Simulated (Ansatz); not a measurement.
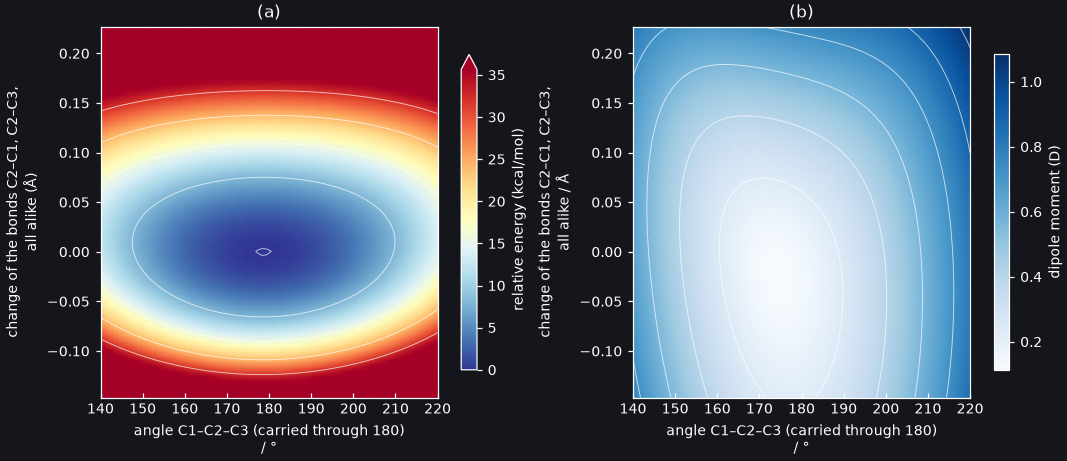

C₄H₈Si, SMILES C#CCC[SiH3]. Coordinates scanned: (1) angle C1–C2–C3 (carried through 180); (2) change of the bonds C2–C1, C2–C3, all alike. Nothing is relaxed (all other coordinates rigid). Grid: 11 × 11 points. Points are written as (first, second). All energies are given in kcal/mol relative to the lowest grid point. All numbers below come from RKS B3LYP-D4/def2-SVP in Ansatz.

Panel (a) is the energy and panel (b) the computed dipole moment on the same grid.

Drawn: a smooth colour map with a few white contour lines, one colour for all values above the top of the scale. Between grid points the surface is interpolated.

How does the dipole moment vary over the map, and what is it at the lowest grid point?

Answer. Leaving out the highest fifth of the energies, it runs from 0.12 D at (172°, −0.035 Å) to 0.95 D at (220°, 0.152 Å). At the lowest grid point, (180°, 0.003 Å), it is 0.15 D.
